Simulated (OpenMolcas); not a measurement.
# One shape, several levels: doublet [GeSiNH7]+

We compute a comparison of 6 runs (UHF/def2-SVP, UB3LYP/6-31G*, U-r2SCAN/def2-SVP, UM06-2X/def2-SVP, USVWN5/def2-SVP) of doublet [GeSiNH7]+. 

The results are computed with OpenMolcas 26.06.

## 1. The structure to begin with

[GeSiNH7]+: 10 atoms, total charge +1, spin state doublet. SMILES of the parent species: `[SiH3][NH][GeH3]`. The shape is that of a PBE0-D4/def2-TZVP optimisation. That shape belongs to the parent species and isn't relaxed for this state.

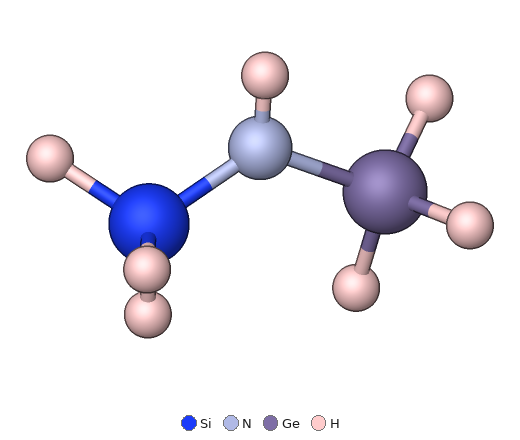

Viewed from a chosen angle; silicon blue, nitrogen light blue, germanium purple, hydrogen pink.

## 2. The energy at UHF/def2-SVP (run 1)

mol.inp reads:

```
&gateway
  baslib = $CurrDir
  coord
  10
  angstrom
  Si      -1.146800       0.522200      -0.945600
  N        0.461400       0.319100      -0.375700
  Ge       1.020100      -0.675800       1.066200
  H       -1.923700      -0.668500      -0.512900
  H       -1.160200       0.627200      -2.430500
  H       -1.835500       1.735800      -0.416100
  H        1.159100       0.952900      -0.736500
  H       -0.018900      -1.787400       1.262400
  H        1.119900       0.180400       2.345600
  H        2.407800      -1.257200       0.745900
  basis = def2-SVP
  group = NoSym

&seward

&scf
  uhf
  charge = 1
  spin = 2
  thresholds = 1e-10 1e-07 1e-07 1e-05
  prorbitals = 0
```

The basis set def2-SVP is read from a file made from the Basis Set Exchange's data (not shown).

Run with:

```
$ export MOLCAS_MEM=1860
$ pymolcas mol.inp > mol.log
```

The log of the run:

```text
--- Start Module: gateway ---
[...]
--- Stop Module: gateway /rc=_RC_ALL_IS_WELL_ ---
--- Start Module: seward ---
[...]
      Basis functions           99
--- Stop Module: seward /rc=_RC_ALL_IS_WELL_ ---
[...]
--- Start Module: scf ---
[...]
       Convergence after  25 Iterations
[...]
::    Total SCF energy                              -2422.1400859749
[...]
      Total spin, S                                     0.5072076780
[...]
      Total electronic charge=   59.000000
      Total            charge=    1.000000
[...]
      Dipole Moment (debye):
      Origin of the operator (angstrom)=    0.4028   -0.2529    0.3852
                   X=  4.6699E-03               Y=  2.3378E+00               Z= -2.2528E+00           Total=  3.2466E+00
      Center of Charge (angstrom)
[...]
--- Stop Module: scf /rc=_RC_ALL_IS_WELL_ ---
[...]
```

It took 20 s on 1 thread of Intel Xeon Platinum 8259CL at 2.50GHz (Skylake/Cascade Lake), shared host; peak memory 0.55 GiB.

## 3. The energy at UB3LYP/6-31G(d) (spherical functions) (run 2)

mol.inp reads:

```
>>> EXPORT MOLCAS_PRINT=2

&GATEWAY
  BasLib=$CurrDir
  BasisSet
  Si.6-31Gs....
  Si1 -1.146800 0.522200 -0.945600 angstrom
  End of Basis
  BasisSet
  N.6-31Gs....
  N2 0.461400 0.319100 -0.375700 angstrom
  End of Basis
  BasisSet
  Ge.6-31Gs....
  Ge3 1.020100 -0.675800 1.066200 angstrom
  End of Basis
  BasisSet
  H.6-31Gs....
  H4 -1.923700 -0.668500 -0.512900 angstrom
  H5 -1.160200 0.627200 -2.430500 angstrom
  H6 -1.835500 1.735800 -0.416100 angstrom
  H7 1.159100 0.952900 -0.736500 angstrom
  H8 -0.018900 -1.787400 1.262400 angstrom
  H9 1.119900 0.180400 2.345600 angstrom
  H10 2.407800 -1.257200 0.745900 angstrom
  End of Basis

&SEWARD
  GridInput
  Grid=UltraFine
  End of Grid

&SCF
  UHF
  Charge=1
  Spin=2
  KSDFT=B3LYP
  Thresholds=1e-10 1e-07 1e-07 1e-05
  PrOrbitals=1 1
```

The basis set 6-31G* is read from a file made from the Basis Set Exchange's data (not shown).

Run with:

```
$ export MOLCAS_MEM=1860
$ pymolcas mol.inp > mol.log
```

The log of the run:

```text
--- Start Module: gateway ---
[...]
--- Stop Module: gateway /rc=_RC_ALL_IS_WELL_ ---
--- Start Module: seward ---
[...]
      Basis functions           78
--- Stop Module: seward /rc=_RC_ALL_IS_WELL_ ---
[...]
--- Start Module: scf ---
[...]
       Convergence after  23 Iterations
[...]
::    Total KS-DFT energy                           -2424.8893341424
[...]
      Total spin, S                                     0.5037718730
[...]
      Total electronic charge=   59.000000
      Total            charge=    1.000000
[...]
      Dipole Moment (debye):
      Origin of the operator (angstrom)=    0.4028   -0.2529    0.3852
                   X= -4.9447E-01               Y=  2.3380E+00               Z= -1.9214E+00           Total=  3.0663E+00
      Center of Charge (angstrom)
[...]
--- Stop Module: scf /rc=_RC_ALL_IS_WELL_ ---
[...]
```

Wall time 84 s (1 thread of Intel Xeon Platinum 8259CL at 2.50GHz (Skylake/Cascade Lake), shared host); peak memory 0.44 GiB.

Runs 3 to 4 aren't shown in full; the table further down has their settings and results.

## 4. The energy at UM06-2X/def2-SVP (run 5)

calc.inp reads:

```
* GeH7NSi Kohn-Sham DFT
>>> EXPORT MOLCAS_PRINT=2

&GATEWAY
  BASLIB
  $CurrDir
  COORD
  10
  angstrom
  Si      -1.146800       0.522200      -0.945600
  N        0.461400       0.319100      -0.375700
  Ge       1.020100      -0.675800       1.066200
  H       -1.923700      -0.668500      -0.512900
  H       -1.160200       0.627200      -2.430500
  H       -1.835500       1.735800      -0.416100
  H        1.159100       0.952900      -0.736500
  H       -0.018900      -1.787400       1.262400
  H        1.119900       0.180400       2.345600
  H        2.407800      -1.257200       0.745900
  BASIS
  def2-SVP
  GROUP
  NoSym

&SEWARD
  GRIDINPUT
  Grid=UltraFine
  End of Grid

&SCF
  UHF
  CHARGE
  1
  SPIN
  2
  KSDFT
  M062X
  THRESHOLDS
  1e-10 1e-07 1e-07 1e-05
  PRORBITALS
  1 2
```

The basis set def2-SVP is read from a file made from the Basis Set Exchange's data (not shown).

Run with:

```
$ export MOLCAS_MEM=1860
$ pymolcas calc.inp > calc.log
```

The log of the run:

```text
--- Start Module: gateway ---
[...]
--- Stop Module: gateway /rc=_RC_ALL_IS_WELL_ ---
--- Start Module: seward ---
[...]
      Basis functions           99
--- Stop Module: seward /rc=_RC_ALL_IS_WELL_ ---
[...]
--- Start Module: scf ---
[...]
       Convergence after  23 Iterations
[...]
::    Total KS-DFT energy                           -2424.6751242101
[...]
      Total spin, S                                     0.5049362346
[...]
      Total electronic charge=   59.000000
      Total            charge=    1.000000
[...]
      Dipole Moment (debye):
      Origin of the operator (angstrom)=    0.4028   -0.2529    0.3852
                   X= -5.4159E-01               Y=  2.3783E+00               Z= -2.0793E+00           Total=  3.2052E+00
      Center of Charge (angstrom)
[...]
--- Stop Module: scf /rc=_RC_ALL_IS_WELL_ ---
[...]
```

Run time: 2.4 min. Hardware: 1 thread of Intel Xeon Platinum 8259CL at 2.50GHz (Skylake/Cascade Lake), shared host; peak memory 0.55 GiB.

## 5. The energy at USVWN5/def2-SVP (run 6)

mol.input reads:

```
>>> EXPORT MOLCAS_PRINT=2

&GATEWAY
 BasLib
 $CurrDir
 Coord
 10
 angstrom
 Si      -1.146800       0.522200      -0.945600
 N        0.461400       0.319100      -0.375700
 Ge       1.020100      -0.675800       1.066200
 H       -1.923700      -0.668500      -0.512900
 H       -1.160200       0.627200      -2.430500
 H       -1.835500       1.735800      -0.416100
 H        1.159100       0.952900      -0.736500
 H       -0.018900      -1.787400       1.262400
 H        1.119900       0.180400       2.345600
 H        2.407800      -1.257200       0.745900
 Basis
 def2-SVP
 Group
 NoSym

&SEWARD
 GridInput
 Grid=UltraFine
 End of Grid

&SCF
 UHF
 Charge
 1
 Spin
 2
 KSDFT
 SVWN5
 Thresholds
 1e-10 1e-07 1e-07 1e-05
 PrOrbitals
 1 1
```

The basis set def2-SVP is read from a file made from the Basis Set Exchange's data (not shown).

Run with:

```
$ export MOLCAS_MEM=1860
$ pymolcas mol.input > mol.log
```

The log of the run:

```text
--- Start Module: gateway ---
[...]
--- Stop Module: gateway /rc=_RC_ALL_IS_WELL_ ---
--- Start Module: seward ---
[...]
      Basis functions           99
--- Stop Module: seward /rc=_RC_ALL_IS_WELL_ ---
[...]
--- Start Module: scf ---
[...]
       Convergence after  23 Iterations
[...]
::    Total KS-DFT energy                           -2419.9183933103
[...]
      Total spin, S                                     0.5014225090
[...]
      Total electronic charge=   59.000000
      Total            charge=    1.000000
[...]
      Dipole Moment (debye):
      Origin of the operator (angstrom)=    0.4028   -0.2529    0.3852
                   X= -8.4236E-01               Y=  2.2373E+00               Z= -1.7857E+00           Total=  2.9839E+00
      Center of Charge (angstrom)
[...]
--- Stop Module: scf /rc=_RC_ALL_IS_WELL_ ---
[...]
```

Wall time 56 s (1 thread of Intel Xeon Platinum 8259CL at 2.50GHz (Skylake/Cascade Lake), shared host); peak memory 0.55 GiB.

## 6. All runs side by side

```
run                                level  integration grid  Cartesian functions   energy (Eh)  HOMO energy (eV)  LUMO energy (eV)   ⟨S²⟩  wall time
  1                         UHF/def2-SVP                 –                   no  -2422.140086            -17.79             -6.35  0.764       20 s
  2  UB3LYP/6-31G* (spherical functions)         UltraFine                   no  -2424.889334            -14.31            -11.37  0.758       84 s
  3  UB3LYP/6-31G* (Cartesian functions)         UltraFine                  yes  -2424.897437            -14.31            -11.37  0.758       80 s
  4                    U-r2SCAN/def2-SVP         UltraFine                   no  -2424.671612            -13.57            -11.81  0.760    2.3 min
  5                     UM06-2X/def2-SVP         UltraFine                   no  -2424.675124            -15.74            -10.41  0.760    2.4 min
  6                      USVWN5/def2-SVP         UltraFine                   no  -2419.918393            -12.92            -12.07  0.753       56 s
```

## 7. Results

| quantity | value |
| --- | --- |
| run 6: total energy | -2419.91839 Eh |
| run 6: HOMO energy (highest over α and β) | -12.92 eV |
| run 6: LUMO energy (lowest over α and β) | -12.07 eV |
| run 6: ⟨S²⟩ | 0.753 |

**Reading.** Totals of different functionals can't be ranked against each other. All runs together took 8.8 min, the longest 2.4 min.
